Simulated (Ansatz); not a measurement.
SnGe$_{2}$ (Fm-3m, No. 225): the geometry relaxed with Ansatz 0.2.0, DFT PBEsol, scalar-relativistic, plane waves, PAW; the starting structure was generated, so it need not be a known form of this composition.

```
Sn Ge
1.0
     6.67255    0.00000    0.00000
     0.00000    6.67255    0.00000
     0.00000    0.00000    6.67255
Sn Ge
4 8
Direct
  0.00000 0.00000 0.00000
  0.00000 0.50000 0.50000
  0.50000 0.00000 0.50000
  0.50000 0.50000 0.00000
  0.25000 0.25000 0.75000
  0.25000 0.75000 0.75000
  0.25000 0.75000 0.25000
  0.25000 0.25000 0.25000
  0.75000 0.25000 0.25000
  0.75000 0.75000 0.25000
  0.75000 0.75000 0.75000
  0.75000 0.25000 0.75000
```

What will a HAADF-like image along [110] show? The image is simulated as a sum over atoms of Z^1.6, blurred by a 0.99 Å probe (no channelling). The probe carries 15 % of its weight in a tail 2.5 times as wide. Shot noise was added.

Answer. The columns repeat on a centred rectangular net of 4.72 × 6.67 Å (plane group c2mm). The brightest columns hold 1 Sn per repeat; in falling brightness follow 1 Ge (about 50 %). Brightness is counted from the darkest point of the image. The closest visible columns (Ge and Sn) are 1.67 Å apart in projection. Along the beam the structure repeats every 4.72 Å.

| column | atoms along the beam per repeat | peak brightness |
| --- | --- | --- |
| Sn | 1 Sn | 100 % |
| Ge | 1 Ge | 50 % |

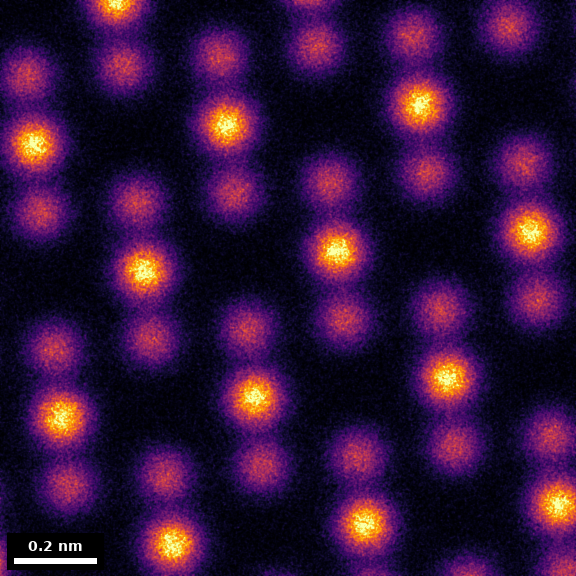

The simulated image.
